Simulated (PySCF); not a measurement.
System: C$_{3}$H$_{10}$GeN$_{2}$···NF$_{3}$ (SMILES [NH2][GeH]([NH2])[CH]1CC1.FN(F)F).

The calculation's input:

```
{"job": {"kind": "inter", "xc": "PBE0", "basis": "def2-SVP", "disp": "d3bj", "pairs": false}, "charge": 0, "multiplicity": 1, "parts": [{"atoms": "0-15", "charge": 0, "multiplicity": 1}, {"atoms": "16-19", "charge": 0, "multiplicity": 1}]}
N     -2.039360    -1.233729     0.007822
Ge    -0.816323    -0.275792    -0.937948
N     -1.460642     1.413586    -0.724123
C      1.060978    -0.231427    -0.317718
C      1.461940    -0.814990     1.004595
C      1.409818     0.663423     0.833208
H     -2.414215    -0.724338     0.794778
H     -1.810802    -2.164587     0.319821
H     -0.904941    -0.787404    -2.372923
H     -2.434455     1.532791    -0.963425
H     -0.933318     2.151184    -1.167567
H      1.803412    -0.300332    -1.103072
H      2.427555    -1.294926     1.082100
H      0.698129    -1.283870     1.609984
H      2.338487     1.214240     0.798320
H      0.602981     1.198186     1.313213
F      0.304870    -3.352046    -0.329132
N      0.336811    -3.738452    -1.632614
F     -0.933896    -3.524062    -2.048620
F      1.043773    -2.749976    -2.231700
```

Launched as:

```sh
OMP_NUM_THREADS=1 python cluster_run.py task.json out
```

Geometry: GFN2-xTB.

The calculation used PySCF, PBE0-D3(BJ)/def2-SVP, SCF density, gas phase.

Question: What will maps of the electron density and electron localisation function show?

Answer: N–F (1.35 Å): ρ is about 2.4 e/Å³ halfway; the ELF peaks at about 0.80 between the atoms (a polar covalent bond).
Ge–N (1.82 Å): ρ at the midpoint is about 0.99 e/Å³; the ELF peaks at about 0.90 in the valence shell of N, 0.6 Å from its nucleus, and is about 0.50 at the midpoint.
C–Ge (1.98 Å): ρ is about 0.85 e/Å³ halfway; the ELF peaks at about 0.95 in the valence shell of C, 0.7 Å from its nucleus, and is about 0.70 at the midpoint.
N–H (1.01 Å): the density is about 2.8 e/Å³ at the midpoint; the ELF climbs to about 1 towards the hydrogen, as it does in any bond to H (a covalent bond by its length).

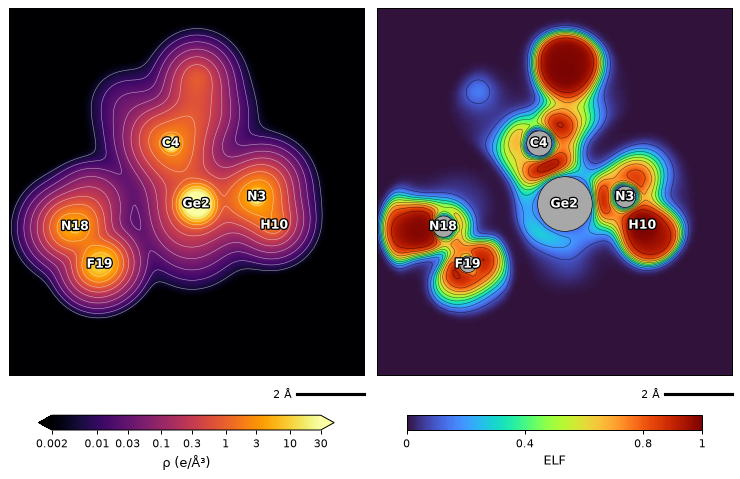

Computed electron density and electron localisation function on the plane of atoms N3, Ge2 and C4, in this order. Grey discs cover the atomic cores in the ELF map. 
